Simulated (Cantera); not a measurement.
Feed: 1 mol SiO₂, 3.1 mol H₂, 48 mol N₂, at 13.3 mbar.

Method: chemical equilibrium by Gibbs-energy minimisation in Cantera with the NASA 1993 tables (ideal gas, pure condensed phases). Candidate condensed phases: H₂O, Si, SiO₂, Si₂N₂O, Si₃N₄; 35 gas species. N₂ is the only nitrogen source here; it is nearly inert below about 1500 K, so the nitride shown seldom forms there in practice. Mutual solubility and eutectic melting of coexisting phases are not modelled. The tables hold silica as quartz up to 1696 K and as liquid above; real silica turns to tridymite and cristobalite and melts near 1996 K. Rates play no part.

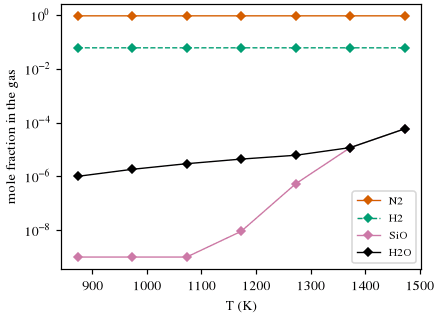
*Equilibrium gas composition (values under 1e-9 drawn at 1e-9)*

From 873 K to 973 K the condensed part is SiO₂(β-quartz). From 1073 K to 1273 K the condensed part is SiO₂(β-quartz) + Si₂N₂O(s). From 1373 K to 1473 K the condensed part is SiO₂(β-quartz).
